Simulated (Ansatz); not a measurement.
**Geometry relaxation of C₃H₇AlB₂ (part 1 of 3)**

System: C₃H₇AlB₂, SMILES B[C]1=[CH][Al]1[BH]C.
Method: RKS r2SCAN/cc-pVDZ (Ansatz 0.2.0).

It belongs to a series of runs on one base structure; here: end point A relaxed.

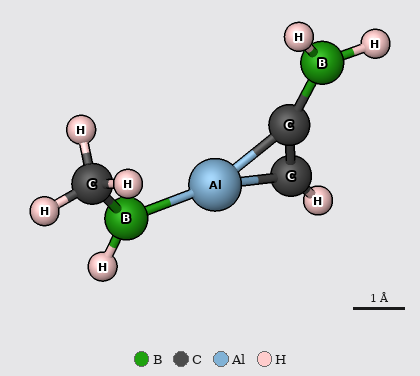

Figure 1. The input geometry (ball-and-stick view, seen at a tilt). Sticks mark near contacts. Bond lengths as drawn: Al–B 2.01 Å, Al–C 1.89 Å, B–C 1.55 to 1.57 Å, B–H 1.12 to 1.22 Å, C–C 1.44 Å and C–H 1.07 to 1.12 Å.

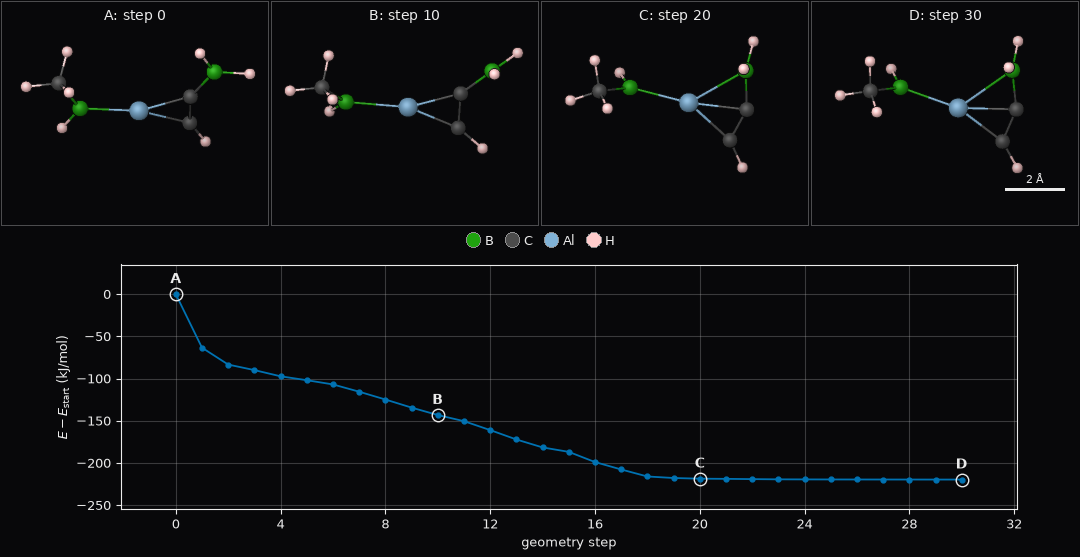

Figure 2. Frames of the relaxation (ball-and-stick view, seen at a tilt) above the curves, on which the letters mark them (the first geometry is step 0 here and step 1 in the log).

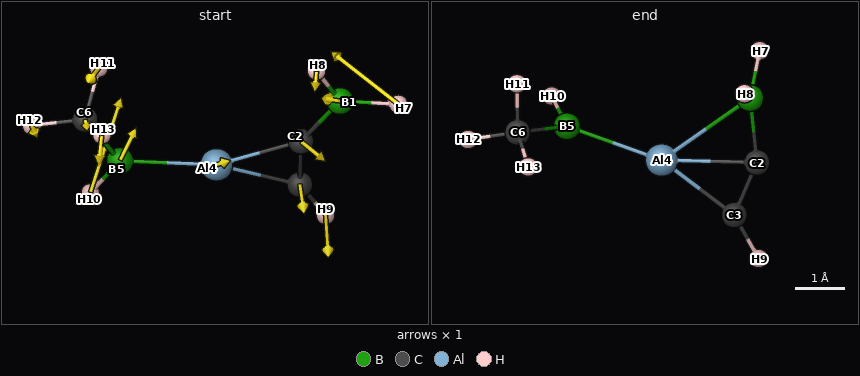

Figure 3. Before (left) and after (right) the relaxation, at one scale (ball-and-stick view, seen at a tilt). The yellow arrows give the displacements, at true length. The atom that moves furthest after the best rigid fit is H10 (2.13 Å). By element the largest moves are H 2.13 Å, B 0.80 Å, C 0.79 Å, Al 0.36 Å. Distances before and after: B1–Al4 3.268 → 2.426 Å, C2–Al4 1.890 → 2.005 Å, C2–C3 1.441 → 1.329 Å, B1–H8 1.116 → 1.212 Å. Among the angles that change: B1–C2–Al4 143.3° → 86.9°, C2–C3–H9 149.1° → 131.2°, Al4–C3–H9 142.7° → 155.0°. After 30 geometry steps the energy has fallen by 219.6 kJ/mol. The largest force component goes from 3.7 to 0.015 eV/Å. (Atoms are counted from 1 in the order of the input.)

The input and output of the run follow.

### Input file
```yaml
crystal:
  periodic: [false, false, false]
  atoms:
    - { symbol: B, position_ang: [-2.7165, 0.0259, 1.1224] }
    - { symbol: C, position_ang: [-1.6783, 0.8453, 0.3112] }
    - { symbol: C, position_ang: [-1.3339, 2.055, -0.3913] }
    - { symbol: Al, position_ang: [0.0841, 0.8078, -0.3703] }
    - { symbol: B, position_ang: [1.8604, -0.0388, -0.7869] }
    - { symbol: C, position_ang: [2.2022, -1.4796, -0.2651] }
    - { symbol: H, position_ang: [-3.7849, 0.5766, 1.3273] }
    - { symbol: H, position_ang: [-2.5046, -1.004, 1.4954] }
    - { symbol: H, position_ang: [-1.5784, 3.0662, -0.6594] }
    - { symbol: H, position_ang: [2.6603, 0.5911, -1.3541] }
    - { symbol: H, position_ang: [1.476, -2.2184, -0.6841] }
    - { symbol: H, position_ang: [3.2524, -1.7557, -0.5573] }
    - { symbol: H, position_ang: [2.0818, -1.5062, 0.827] }
basis:
  gaussian: { orbitals: cc-pVDZ }
hamiltonian:
  xc: r2scan
relax:
  f_tol: 0.015
  max_steps: 40
```

Launch command:
```bash
ansatz run input.yaml --threads 2 --pin off --max-ram 3072MiB --backend cpu --events-out ev --progress --plain --runs-dir out
```

### What the program printed
```
The last accepted step is kept in [file] (removed where the run ends without a failure and the disk answers)
Engine: ansatz 0.2.0, x86_64-unknown-linux-gnu
Functional definition: r2SCAN
  parameter k0 = 0.174
  parameter k1 = 0.065
  parameter a1 = 4.9479
  exchange = r2scan_x(k0 = k0, k1 = k1, a1 = a1)
  correlation = r2scan_c
1507 factors; their error is unknown
mean field evaluation 1: about -11154.0475 eV, gradient 6.5e1 eV
mean field evaluation 2: about -11114.9447 eV, gradient 1.1e2 eV
mean field evaluation 4: about -11165.9098 eV, gradient 1.2e1 eV
mean field evaluation 8: about -11166.3982 eV, gradient 2.9e-1 eV
mean field evaluation 16: about -11166.3329 eV, gradient 2.6e-3 eV
mean field -11166.33285963 eV, -410.3551637791 hartree, gradient 2.9e-5 eV, S^2 0.000000; 2 other end points of the search recorded, 0 dependent functions left out
the calculation of the forces begins
reference -11166.33287383 eV, -410.3551643011 hartree; 24, 24 occupied and 99, 99 virtual orbitals, 1507 factors
relax step   1: F+E_penalty+E_count = -11166.33285963 eV  Δ(F+E_penalty+E_count) = +0.000e0 eV  max|allowed force component| = 3.695e0 eV/Å  Δτ_max = 0.0000 Å  (58 SCF iters, accepted)
these checks for a lower state are left out or cut short: starts, cluster_reference, orbital_swaps, neighbouring_geometries, increment
1507 factors; their error is unknown
mean field evaluation 32: about -11166.9902 eV, gradient 5.1e-4 eV
mean field -11166.99024091 eV, -410.3793220954 hartree, gradient 1.1e-5 eV, S^2 0.000000; 0 other end points of the search recorded, 0 dependent functions left out
[... from here on the field's lines of each further geometry are left out, up to the last ...]
relax step   2: F+E_penalty+E_count = -11166.99024091 eV  Δ(F+E_penalty+E_count) = -6.574e-1 eV  max|allowed force component| = 1.220e0 eV/Å  Δτ_max = 0.1941 Å  (31 SCF iters, accepted)
relax step   3: F+E_penalty+E_count = -11167.19720014 eV  Δ(F+E_penalty+E_count) = -2.070e-1 eV  max|allowed force component| = 7.673e-1 eV/Å  Δτ_max = 0.1943 Å  (31 SCF iters, accepted)
relax step   4: F+E_penalty+E_count = -11167.26505456 eV  Δ(F+E_penalty+E_count) = -6.785e-2 eV  max|allowed force component| = 9.309e-1 eV/Å  Δτ_max = 0.1922 Å  (30 SCF iters, accepted)
relax step   5: F+E_penalty+E_count = -11167.34126717 eV  Δ(F+E_penalty+E_count) = -7.621e-2 eV  max|allowed force component| = 2.939e-1 eV/Å  Δτ_max = 0.1998 Å  (31 SCF iters, accepted)
relax step   6: F+E_penalty+E_count = -11167.38914771 eV  Δ(F+E_penalty+E_count) = -4.788e-2 eV  max|allowed force component| = 4.004e-1 eV/Å  Δτ_max = 0.2000 Å  (31 SCF iters, accepted)
relax step   7: F+E_penalty+E_count = -11167.44108320 eV  Δ(F+E_penalty+E_count) = -5.194e-2 eV  max|allowed force component| = 5.283e-1 eV/Å  Δτ_max = 0.1621 Å  (31 SCF iters, accepted)
relax step   8: F+E_penalty+E_count = -11167.53034539 eV  Δ(F+E_penalty+E_count) = -8.926e-2 eV  max|allowed force component| = 4.702e-1 eV/Å  Δτ_max = 0.1935 Å  (29 SCF iters, accepted)
relax step   9: F+E_penalty+E_count = -11167.62608897 eV  Δ(F+E_penalty+E_count) = -9.574e-2 eV  max|allowed force component| = 5.441e-1 eV/Å  Δτ_max = 0.1910 Å  (31 SCF iters, accepted)
relax step  10: F+E_penalty+E_count = -11167.72550672 eV  Δ(F+E_penalty+E_count) = -9.942e-2 eV  max|allowed force component| = 4.950e-1 eV/Å  Δτ_max = 0.1951 Å  (31 SCF iters, accepted)
relax step  11: F+E_penalty+E_count = -11167.81666131 eV  Δ(F+E_penalty+E_count) = -9.115e-2 eV  max|allowed force component| = 6.659e-1 eV/Å  Δτ_max = 0.2000 Å  (32 SCF iters, accepted)
relax step  12: F+E_penalty+E_count = -11167.89209410 eV  Δ(F+E_penalty+E_count) = -7.543e-2 eV  max|allowed force component| = 1.036e0 eV/Å  Δτ_max = 0.1948 Å  (32 SCF iters, accepted)
relax step  13: F+E_penalty+E_count = -11168.00147111 eV  Δ(F+E_penalty+E_count) = -1.094e-1 eV  max|allowed force component| = 8.350e-1 eV/Å  Δτ_max = 0.2000 Å  (31 SCF iters, accepted)
relax step  14: F+E_penalty+E_count = -11168.11671099 eV  Δ(F+E_penalty+E_count) = -1.152e-1 eV  max|allowed force component| = 4.175e-1 eV/Å  Δτ_max = 0.1929 Å  (32 SCF iters, accepted)
relax step  15: F+E_penalty+E_count = -11168.21433007 eV  Δ(F+E_penalty+E_count) = -9.762e-2 eV  max|allowed force component| = 4.098e-1 eV/Å  Δτ_max = 0.1952 Å  (31 SCF iters, accepted)
relax step  16: F+E_penalty+E_count = -11168.26888961 eV  Δ(F+E_penalty+E_count) = -5.456e-2 eV  max|allowed force component| = 6.643e-1 eV/Å  Δτ_max = 0.1878 Å  (30 SCF iters, accepted)
relax step  17: F+E_penalty+E_count = -11168.39383963 eV  Δ(F+E_penalty+E_count) = -1.250e-1 eV  max|allowed force component| = 5.025e-1 eV/Å  Δτ_max = 0.1954 Å  (31 SCF iters, accepted)
relax step  18: F+E_penalty+E_count = -11168.48502550 eV  Δ(F+E_penalty+E_count) = -9.119e-2 eV  max|allowed force component| = 4.792e-1 eV/Å  Δτ_max = 0.1951 Å  (32 SCF iters, accepted)
relax step  19: F+E_penalty+E_count = -11168.57104807 eV  Δ(F+E_penalty+E_count) = -8.602e-2 eV  max|allowed force component| = 4.753e-1 eV/Å  Δτ_max = 0.1922 Å  (31 SCF iters, accepted)
relax step  20: F+E_penalty+E_count = -11168.58975850 eV  Δ(F+E_penalty+E_count) = -1.871e-2 eV  max|allowed force component| = 4.552e-1 eV/Å  Δτ_max = 0.1556 Å  (30 SCF iters, accepted)
relax step  21: F+E_penalty+E_count = -11168.59818922 eV  Δ(F+E_penalty+E_count) = -8.431e-3 eV  max|allowed force component| = 2.197e-1 eV/Å  Δτ_max = 0.0409 Å  (32 SCF iters, accepted)
relax step  22: F+E_penalty+E_count = -11168.60031222 eV  Δ(F+E_penalty+E_count) = -2.123e-3 eV  max|allowed force component| = 1.372e-1 eV/Å  Δτ_max = 0.0840 Å  (32 SCF iters, accepted)
relax step  23: F+E_penalty+E_count = -11168.60342153 eV  Δ(F+E_penalty+E_count) = -3.109e-3 eV  max|allowed force component| = 9.837e-2 eV/Å  Δτ_max = 0.0412 Å  (33 SCF iters, accepted)
relax step  24: F+E_penalty+E_count = -11168.60618206 eV  Δ(F+E_penalty+E_count) = -2.761e-3 eV  max|allowed force component| = 2.993e-2 eV/Å  Δτ_max = 0.0201 Å  (33 SCF iters, accepted)
relax step  25: F+E_penalty+E_count = -11168.60692522 eV  Δ(F+E_penalty+E_count) = -7.432e-4 eV  max|allowed force component| = 7.678e-2 eV/Å  Δτ_max = 0.0338 Å  (32 SCF iters, accepted)
relax step  26: F+E_penalty+E_count = -11168.60768089 eV  Δ(F+E_penalty+E_count) = -7.557e-4 eV  max|allowed force component| = 2.999e-2 eV/Å  Δτ_max = 0.0280 Å  (32 SCF iters, accepted)
relax step  27: F+E_penalty+E_count = -11168.60804679 eV  Δ(F+E_penalty+E_count) = -3.659e-4 eV  max|allowed force component| = 3.795e-2 eV/Å  Δτ_max = 0.0426 Å  (32 SCF iters, accepted)
relax step  28: F+E_penalty+E_count = -11168.60832898 eV  Δ(F+E_penalty+E_count) = -2.822e-4 eV  max|allowed force component| = 4.029e-2 eV/Å  Δτ_max = 0.0199 Å  (33 SCF iters, accepted)
relax step  29: F+E_penalty+E_count = -11168.60859416 eV  Δ(F+E_penalty+E_count) = -2.652e-4 eV  max|allowed force component| = 1.763e-2 eV/Å  Δτ_max = 0.0160 Å  (32 SCF iters, accepted)
relax step  30: F+E_penalty+E_count = -11168.60885532 eV  Δ(F+E_penalty+E_count) = -2.612e-4 eV  max|allowed force component| = 1.931e-2 eV/Å  Δτ_max = 0.0393 Å  (33 SCF iters, accepted)
the calculation of the forces begins
reference -11168.60891332 eV, -410.4388072095 hartree; 24, 24 occupied and 99, 99 virtual orbitals, 1507 factors
relax step  31: F+E_penalty+E_count = -11168.60889982 eV  Δ(F+E_penalty+E_count) = -4.450e-5 eV  max|allowed force component| = 1.474e-2 eV/Å  Δτ_max = 0.0179 Å  (33 SCF iters, accepted)
1507 factors; their error is unknown
mean field evaluation 256: about -11168.6089 eV, gradient 2.2e-3 eV
mean field -11168.60889982 eV, -410.4388067133 hartree, gradient 3.4e-5 eV, S^2 0.000000; 1 other end points of the search recorded, 0 dependent functions left out
the calculation of the forces begins
reference -11168.60891332 eV, -410.4388072095 hartree; 24, 24 occupied and 99, 99 virtual orbitals, 1507 factors
Total energy: -11168.60891332 eV, -410.4388072095 hartree
Atom 0 at    -2.417646     0.023490     0.482775 Å, force     0.000032     0.003661     0.008477 eV/Å
Atom 1 at    -1.965656     1.426003     0.613819 Å, force     0.001702    -0.014740    -0.002635 eV/Å
Atom 2 at    -1.072104     2.403716     0.502701 Å, force     0.005605     0.009558    -0.004260 eV/Å
Atom 3 at    -0.207751     0.813887    -0.132015 Å, force    -0.007022     0.003528    -0.000137 eV/Å
Atom 4 at     1.257297    -0.436841    -0.947247 Å, force    -0.002031    -0.008462     0.008130 eV/Å
Atom 5 at     2.247097    -1.323447    -0.134526 Å, force     0.009019    -0.000548    -0.014729 eV/Å
Atom 6 at    -3.033755    -0.313902    -0.504641 Å, force     0.004327     0.001027    -0.000222 eV/Å
Atom 7 at    -2.339561    -0.716740     1.439673 Å, force    -0.003008     0.003129    -0.003687 eV/Å
Atom 8 at    -1.134546     3.466878     0.745482 Å, force    -0.002042    -0.005039     0.002386 eV/Å
Atom 9 at     1.255999    -0.524191    -2.156063 Å, force     0.002353     0.001198    -0.004047 eV/Å
Atom 10 at     1.823278    -2.349044    -0.210437 Å, force    -0.001571     0.006142    -0.001238 eV/Å
Atom 11 at     3.236071    -1.398743    -0.619670 Å, force    -0.007824    -0.000936     0.004620 eV/Å
Atom 12 at     2.371878    -1.105867     0.934950 Å, force     0.000463     0.001482     0.007341 eV/Å
Dipole moment:     0.720140     0.008440    -0.114062 e Å
```

### Trajectory as extended XYZ (Å, eV, eV/Å), 31 frames, from step=1 to step=31
```
13
Properties=species:S:1:pos:R:3:forces:R:3 step=1 energy=-11166.33286
B    -2.7165    0.0259    1.1224   -1.3538   3.6955  -1.0809
C    -1.6783    0.8453    0.3112    0.8456   1.2543  -0.9391
C    -1.3339    2.0550   -0.3913    0.6696  -2.4986   1.1732
Al    0.0841    0.8078   -0.3703   -0.9521   0.3421  -0.0493
B     1.8604   -0.0388   -0.7869    0.5635  -1.2044   0.5380
C     2.2022   -1.4796   -0.2651    0.8287   0.2032  -1.0681
H    -3.7849    0.5766    1.3273   -0.1477  -0.3584   0.1684
H    -2.5046   -1.0040    1.4954    0.5991  -2.4401   0.8858
H    -1.5784    3.0662   -0.6594   -1.4380   0.7140   0.1805
H     2.6603    0.5911   -1.3541    0.9207   0.4800  -0.6610
H     1.4760   -2.2184   -0.6841    0.2450   0.1747   0.2661
H     3.2524   -1.7557   -0.5573   -0.7195  -0.2107   0.3830
H     2.0818   -1.5062    0.8270   -0.0613  -0.1518   0.2035
13
Properties=species:S:1:pos:R:3:forces:R:3 step=2 energy=-11166.99024
B    -2.7828    0.1103    1.1043   -0.3534   1.2196  -0.3116
C    -1.6604    0.8487    0.3171    0.0406   0.4389  -0.2365
C    -1.3454    2.0446   -0.3389    0.4700  -0.4477  -0.0045
Al    0.0994    0.8169   -0.3906   -0.3114   0.2157   0.0486
B     1.9544   -0.0369   -0.7877    0.3529  -0.5899  -0.0252
C     2.2618   -1.4878   -0.2891    0.3940   0.1376  -0.2966
H    -3.8702    0.6069    1.3266    0.0000  -0.0427  -0.0289
H    -2.5458   -0.9693    1.5142    0.0674  -0.7113   0.2812
H    -1.7618    3.0360   -0.6033   -0.7151  -0.3365   0.4551
H     2.7707    0.5712   -1.4156    0.3128   0.1653  -0.1667
H     1.5077   -2.1990   -0.6882    0.0667   0.0791   0.0779
H     3.2810   -1.8496   -0.5389   -0.3038  -0.0365   0.1255
H     2.1120   -1.5268    0.8050   -0.0207  -0.0916   0.0818
```
